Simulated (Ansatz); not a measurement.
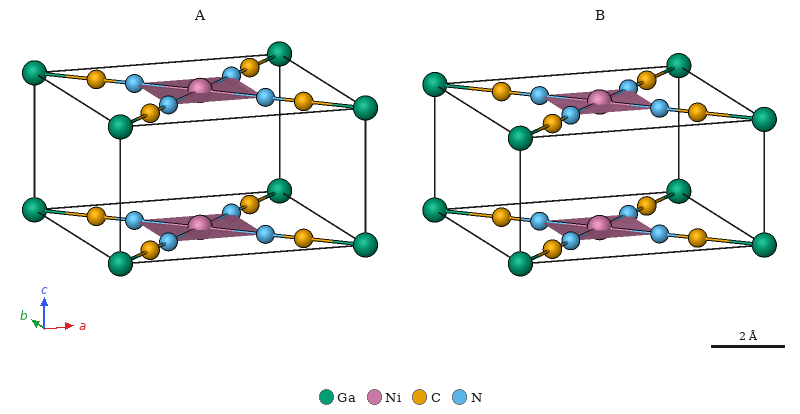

Two geometries of crystalline GaNiC₄N₄ (a generated structure, set up in P4/mmm) (coarse preliminary run), drawn at one scale. One is the start of a relaxation, the other its converged end. Style: polyhedral. Shown: the cell of the calculation, slightly off an axis.

Computed with DFT PBE, scalar-relativistic, plane waves, PAW in Ansatz. Set-up: plane-wave cutoff 420 eV; k-point mesh 4 × 4 × 4; occupations gaussian; smearing width 0.1 eV; collinear spin; cell and atoms relaxed; force threshold 0.04 eV/Å; at most 70 steps.

Question: Which geometry has the lower energy?

Answer: Structure B is the relaxed one. The largest moves relative to the cell, 0.16 Å, are those of N atoms. By element the largest moves are N 0.16 Å, C 0.16 Å. Ga and Ni stay in place. The volume changes by −9.2 %, with a = b 7.175 → 7.140 Å (−0.5 %), c 3.879 → 3.558 Å (−8.3 %). Some distances before and after: N–Ni 2.008 → 1.839 Å, C–Ga 1.896 → 2.043 Å. The space group stays P4/mmm (No. 123). The energy falls by 1.088 eV per cell of the calculation in 5 accepted moves (7 points after the start). The largest force component goes from 2.1 to 0.0055 eV/Å. Pressure: 3.06 GPa at the start and −0.15 GPa at the end. The line search rejected the trial step at point 2 of the run. The SCF was repeated once at an unchanged geometry on a basis and grid sized afresh for the cell, which shifted the energy by 20.4 meV per cell of the calculation at most. The program noted that the starting moments weren't kept. The run may lie on a higher electronic state than the lowest, so the end point isn't shown to be the ground-state structure. The run took 11 min on 1 thread of Intel(R) Xeon(R) Processor @ 2.50GHz (Skylake/Cascade Lake) (shared host), peak memory 0.67 GiB.

Limits of the set-up: the k-point mesh is coarse for a cell with partly filled bands; layers or molecules are held without a dispersion correction, so their spacing is unreliable.
